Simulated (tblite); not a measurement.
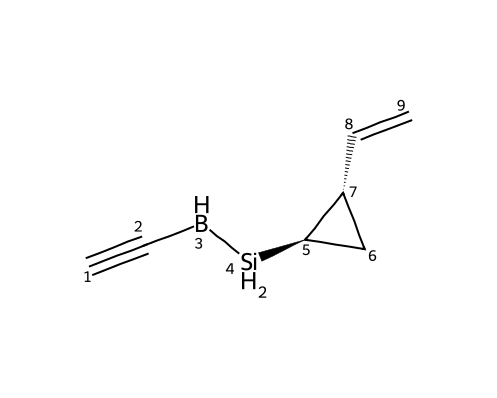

A structural formula, with wedges where it has stereocentres; small numbers name the atoms. The configuration is that of a computed structure (GFN2-xTB).

Q: What are the Cahn–Ingold–Prelog descriptors?

A: C5: R; C7: S.

Q: Write the isomeric SMILES.

A: C#CB[SiH2][C@@H]1C[C@H]1C=C
